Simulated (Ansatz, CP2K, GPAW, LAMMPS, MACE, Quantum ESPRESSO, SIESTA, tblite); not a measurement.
# Running liquid Zn38Se23S15 at 2640 K (76 atoms) with tblite

Aim: run liquid Zn38Se23S15 at 2640 K (76 atoms) in tblite and see how near its forces come to a plane-wave reference, and at what cost.

Calculated with tblite 0.8.0; the method is named at each step.

### Step 1. Starting point

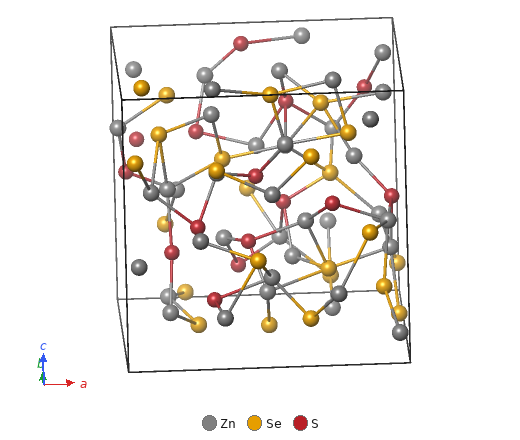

Start, viewed slightly off an axis; zinc grey, selenium orange, sulfur red. Bonds to atoms that aren't drawn are left out. Some periodic images of atoms are drawn too.

The cell holds 76 atoms: 38 Zn, 23 Se and 15 S. Its edges and angles: a = 11.922 Å, b = 11.922 Å, c = 11.922 Å, α = 90.0°, β = 90.0°, γ = 90.0°. 76 atoms (38 Zn, 23 Se, 15 S) placed at random at 4.69 g/cm³, melted at 2640 K for 10 ps at fixed volume with the Stillinger-Weber II-VI potential (Zhou et al., Phys. Rev. B 88, 085309 (2013)). Snapshot at the end of a hold of 5 ps at 2640 K and fixed volume.

The yardstick, on the same geometry:

* method: Kohn-Sham DFT, PBE, PAW, plane waves (Ansatz 0.2.0); cutoff 420 eV, Γ point, fermi-dirac smearing of 0.05 eV; PAW set soft_2
* r.m.s. force component: 0.7055 eV/Å
* longest force: 3.13 eV/Å
* pressure: -1.919 GPa
* SCF cycles: 12
* time: 39 s on 4 threads of Arm Neoverse V2, shared host
* CPU time: 2.3 min

### Step 2. GFN1-xTB

Method: GFN1-xTB tight binding, diagonalisation.

Contents of run.py:

```python
import numpy as np
from ase.io import read
from tblite.ase import TBLite

atoms = read("structure.xyz")
atoms.calc = TBLite(method="GFN1-xTB", electronic_temperature=580, accuracy=1.0, max_iterations=250, mixer_damping=0.4, verbosity=1)
energy = atoms.get_potential_energy()
forces = atoms.get_forces()
print(f"energy {energy:.6f} eV")
print("forces (eV/A)")
for i, (a, f) in enumerate(zip(atoms, forces)):
    print(f"{i:4d} {a.symbol:2s} {f[0]:10.5f} {f[1]:10.5f} {f[2]:10.5f}")
stress = -atoms.get_stress(voigt=False) * 160.21766
print("stress (GPa, compression positive)")
for row in stress:
    print(" ".join(f"{x:10.4f}" for x in row))
print("charges (e)")
print(np.array2string(atoms.get_charges(), precision=4, suppress_small=True, max_line_width=110, threshold=100000))
```

Contents of structure.xyz:

```xyz
76
Lattice="11.92180 0.00000 0.00000 0.00000 11.92180 0.00000 0.00000 0.00000 11.92180" Properties=species:S:1:pos:R:3 pbc="T T T"
Zn 4.15510 0.18658 2.17299
Zn 1.25620 3.37661 6.90189
Zn 10.52361 0.83548 10.49154
Zn 3.91130 11.19898 9.86839
Zn 11.35146 8.08620 11.43968
Zn 6.87161 10.19707 2.98403
Zn 0.06855 7.89879 8.57702
Zn 6.31176 1.44671 7.16548
Zn 2.51145 8.88365 5.52516
Zn 3.96603 6.08048 9.52087
Zn 6.22998 2.04006 3.38472
Zn 0.58572 0.93550 4.32308
Zn 2.04137 6.26193 6.26491
Zn 11.39772 5.80556 3.54018
Zn 11.03875 8.34919 4.31200
Zn 4.40880 7.22366 3.80127
Zn 8.93265 7.60444 0.48879
Zn 8.07118 11.84419 11.28327
Zn 9.96496 6.22413 7.46400
Zn 11.22628 3.02182 5.45816
Zn 7.29638 7.31748 2.88031
Zn 8.97962 0.01168 3.12065
Zn 11.53076 0.29518 1.26216
Zn 6.97628 8.34896 10.72020
Zn 11.25478 5.90356 10.29424
Zn 6.98975 3.94397 8.69004
Zn 1.99690 4.76812 1.26013
Zn 6.10480 4.36350 2.14902
Zn 5.96483 10.07082 7.02349
Zn 3.92084 2.43634 11.58811
Zn 2.05985 9.15809 0.79518
Zn 7.79555 4.63353 5.12745
Zn 7.10313 7.34204 7.72914
Zn 4.06641 3.77551 7.56474
Zn 3.20220 0.41357 5.50883
Zn 9.23045 10.41548 7.58715
Zn 0.90618 11.37733 10.17812
Zn 9.07487 3.79471 11.46579
Se 2.86099 11.41298 0.36099
Se 1.70792 5.33048 8.92132
Se 8.97700 10.22294 1.20613
Se 0.55210 1.68896 8.66357
Se 11.78816 9.56927 1.81927
Se 10.36255 0.23689 5.69945
Se 6.20673 6.26443 0.18538
Se 5.60372 11.89009 4.68968
Se 8.63866 6.74655 9.69707
Se 3.98224 1.48713 8.28565
Se 8.73844 5.39628 2.80770
Se 0.92144 2.16989 11.82964
Se 9.66131 3.57451 9.19826
Se 7.82154 1.73868 1.61600
Se 2.05997 10.89450 3.50417
Se 11.67442 5.23677 0.77015
Se 7.97795 0.86803 8.93324
Se 2.19254 8.71472 9.72664
[... 16 atom lines left out ...]
S 11.48594 5.45136 5.86350
S 5.05842 9.25895 2.05496
S 3.44540 10.42752 7.62936
S 3.80484 2.77778 2.29840
```

On the command line:

```console
$ OMP_NUM_THREADS=1 python run.py > output.txt
```

What it wrote:

```text
------------------------------------------------------------
  cycle        total energy    energy error   density error
------------------------------------------------------------
      1     -162.3136135899  -1.6187047E+02   6.2881378E-01
      2     -145.7059484115   1.6607665E+01   6.2302466E-01
      3     -145.4966687120   2.0927970E-01   5.7403842E-01
      4     -152.1837203382  -6.6870516E+00   5.2050868E-01
      5     -162.8478312148  -1.0664111E+01   2.7462931E-01
      6     -163.5865246105  -7.3869340E-01   1.8804034E-01
      7     -164.2458957382  -6.5937113E-01   1.2543997E-01
      8     -164.8127444393  -5.6684870E-01   7.1837021E-02
      9     -164.8302393859  -1.7494947E-02   5.7312459E-02
     10     -164.9142927066  -8.4053321E-02   3.9247503E-02
     11     -164.9608030562  -4.6510350E-02   2.0335069E-02
     12     -164.9605231883   2.7986794E-04   1.9729547E-02
     13     -164.9696524607  -9.1292724E-03   1.0062580E-02
     14     -164.9690792591   5.7320158E-04   1.0494924E-02
     15     -164.9733426173  -4.2633581E-03   4.4997772E-03
     16     -164.9738404840  -4.9786672E-04   2.5587339E-03
     17     -164.9740435259  -2.0304191E-04   1.2177623E-03
     18     -164.9740892321  -4.5706201E-05   7.6612738E-04
     19     -164.9741056265  -1.6394365E-05   4.2573736E-04
     20     -164.9741101175  -4.4910159E-06   1.9802240E-04
     21     -164.9741100850   3.2459127E-08   1.5988353E-04
     22     -164.9741103655  -2.8049993E-07   1.4103156E-04
     23     -164.9741111982  -8.3271624E-07   4.9801841E-05
     24     -164.9741112687  -7.0518865E-08   2.6495826E-05
     25     -164.9741112930  -2.4211658E-08   1.0960288E-05
------------------------------------------------------------
 total:                                   3.304 sec
energy -4489.174226 eV
forces (eV/A)
   0 Zn   -0.16162    0.09378    0.37900
   1 Zn    0.43167   -0.18461    0.54255
   2 Zn   -0.40285    0.17588    0.22428
   3 Zn   -1.32132    0.28578   -1.64850
   4 Zn   -0.24868    0.71608    0.57019
   5 Zn   -0.04781   -0.04107   -0.06306
   6 Zn    0.36486    0.58847    0.20807
   7 Zn    0.30371   -0.42499    0.38073
   8 Zn    0.48845    0.46575   -0.19548
   9 Zn   -0.38712    0.50428    0.51104
  10 Zn   -0.37191   -0.08322   -0.11955
  11 Zn   -0.16938   -0.30332   -0.37171
  12 Zn    0.13788   -0.21361   -0.42684
  13 Zn    0.24422    0.38961   -0.96986
  14 Zn    0.04774   -0.33373   -0.77515
  15 Zn   -1.36817    1.65275   -0.57225
  16 Zn    0.22021    0.04837    0.18348
  17 Zn   -0.67581   -0.00093   -0.02697
  18 Zn   -0.28558    0.02258    0.34284
  19 Zn   -1.09837   -0.38480   -0.66805
  20 Zn   -0.15157   -0.22683   -0.33407
  21 Zn    0.44333    0.41610    0.67180
  22 Zn    0.19657    0.34065    0.04357
  23 Zn   -0.82726   -0.74456    1.60367
[...]
68 S     1.71224   -0.21946    1.71317
  69 S     1.50055   -1.41398   -0.05342
  70 S    -0.39296    0.70776   -0.63772
  71 S     0.85753    0.53078    0.63616
  72 S    -0.16244   -0.49403    0.60482
  73 S    -0.14183   -0.38144    0.55375
  74 S     0.15334   -0.44991   -0.84883
  75 S     0.88293   -0.35785   -0.60412
stress (GPa, compression positive)
    2.5932    -0.0687     0.2276
   -0.0687     2.8623     0.1360
    0.2276     0.1360     1.3378
charges (e)
[ 0.1952  0.1448 -0.0687  0.2418  0.0522  0.1941  0.2092  0.082   0.1151  0.0448  0.1648  0.1102  0.2191
  0.1348 -0.0239  0.207  -0.0531  0.1254  0.1417  0.1785  0.1861  0.0115  0.0251  0.2201  0.0312  0.1534
  0.1401  0.188   0.1438 -0.0214  0.1102  0.1617  0.1835  0.2293  0.165   0.2097  0.1026  0.0621  0.0113
 -0.1028 -0.0323  0.025  -0.0252 -0.0408 -0.0622 -0.0563 -0.0726 -0.1086 -0.0871 -0.0854 -0.0528 -0.0828
 -0.0608 -0.038  -0.0663 -0.0733 -0.0485 -0.0962 -0.0726  0.0088  0.0538 -0.2512 -0.2704 -0.1898 -0.246
 -0.25   -0.266  -0.1571 -0.2625 -0.2374 -0.2682 -0.1981 -0.19   -0.3135 -0.2176 -0.2333]
```

Wall time 4 s (1 thread of Arm Neoverse V2, shared host); peak memory 0.13 GiB.

Banners, paths, timers and routine set-up lines are dropped from the logs unmarked, and long logs keep their key lines alone; longer cuts are marked.

Compared with the plane-wave run:

```
r.m.s. force component                  : 0.6231 eV/Å
r.m.s. difference of force components   : 326.6 meV/Å
longest difference of force vectors     : 1361 meV/Å
force difference over r.m.s. force      : 46.29 %
slope of forces against the reference's : 0.7829
correlation of force components         : 0.8864
pressure                                : 2.264 GPa
pressure difference                     : 4.183 GPa
```

Length of the force difference by element (eV/Å):

| element | atoms | mean | most |
| --- | --- | --- | --- |
| S | 15 | 0.65 | 1.4 |
| Se | 23 | 0.58 | 1.1 |
| Zn | 38 | 0.41 | 1.0 |

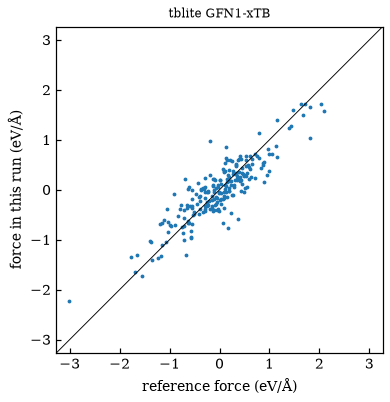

Force components against those of the reference; the line marks equality.

A closer look about S69, which bears the longest force: 9 atoms, nearest first, numbered in the order of the input, with positions taken from that point.

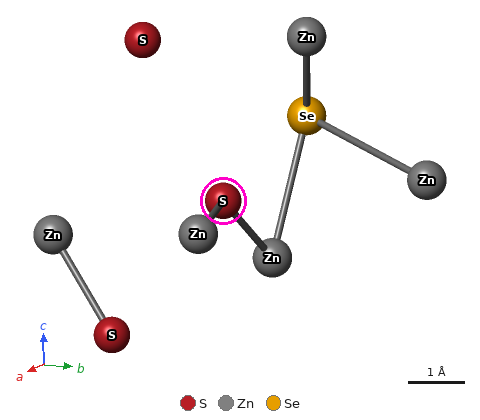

The atoms of the table, within 3.7 Å (arrows a, b, c point along x, y, z); some may hide others; the central atom is ringed.

```csv
atom,x,y,z,distance (Å),bonds,Mulliken charge (e),Fx,Fy,Fz (eV/Å)
S69,0.00,0.00,0.00,0.00,2,-0.26,1.71,-0.22,1.71
Zn4,-1.55,0.17,-1.38,2.09,5,0.24,-1.32,0.29,-1.65
Zn18,2.61,0.82,0.03,2.73,4,0.13,-0.68,0.00,-0.03
Se39,-2.60,0.39,1.03,2.83,5,0.01,0.06,-0.05,-1.02
Zn24,1.51,-2.68,-0.53,3.12,3,0.22,-0.83,-0.74,1.60
S62,1.79,-1.39,-2.21,3.16,4,-0.25,-0.68,0.46,-2.23
S74,-0.40,-1.77,2.73,3.27,3,-0.31,-0.14,-0.38,0.55
Zn1,-1.31,1.08,2.84,3.31,5,0.20,-0.16,0.09,0.38
Zn30,-1.54,3.33,0.34,3.69,4,-0.02,-0.39,0.21,-0.03
```

Atoms are counted from 1 here, from 0 in the log.

Forces lie 46 % from the reference's, at 0.026 times its CPU time (on 1 against 4 cores).

### Step 3. Summary of results

```
force difference from the reference : tblite GFN1-xTB, 46 %
its CPU time                        : 3.7 s
```

Tight binding differs by 46 % (tblite GFN1-xTB); it is another model, with fitted parameters of its own, and the xTB methods hold dispersion. One electronic-structure run takes under half the reference's CPU time: tblite GFN1-xTB, at 46 % in 3.7 s against 2.3 min; its pressure misses by +4.2 GPa. Periodic xTB results under one method name differ between programs and library versions. The frame stands for 2640 K, but pressures are static and levels are smeared at 580 K, under the temperature of the frame, which matters where levels are partly filled. The network of bonds at the start is that of the classical potential that made the cell, and needn't be the one that DFT or experiment would give. The electronic-structure runs sample only Γ, in a cell whose shortest periodic width is 12 Å, which is coarse for a cell with partly filled levels.

[Also dropped from logs without a mark: logging warnings of Python, and SIESTA's first energy breakdown and zero terms.]

[Logs are printed without paths, hosts, clocks, repeated set-up lines and the standing remarks that a program may print on its own settings, such as how far it seeks lower states.]

[Hosts, paths, dates, database ids (printed as entryN), source tags and the programs' standing remarks are cut or masked in the printed files.]
